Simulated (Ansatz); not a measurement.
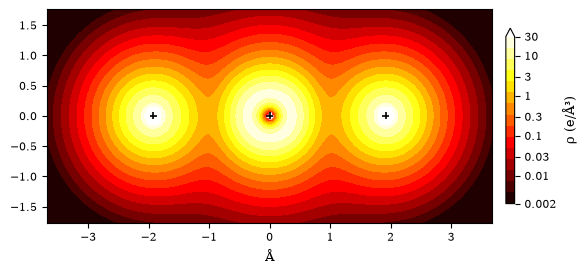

The electron density on a plane through atoms (crosses mark nuclei in the plane).

Theory: RKS PBE0-D4/def2-TZVP (Ansatz).

Candidates:
A. C2H7ClGe
B. Al3S3 (charge +1)
C. CdF2

Q: Which system is this?

A: Candidate C: CdF2 on a plane that holds the molecular axis, which holds Cd and F. Cd–F (1.92 Å): ρ is about 0.85 e/Å³ halfway.
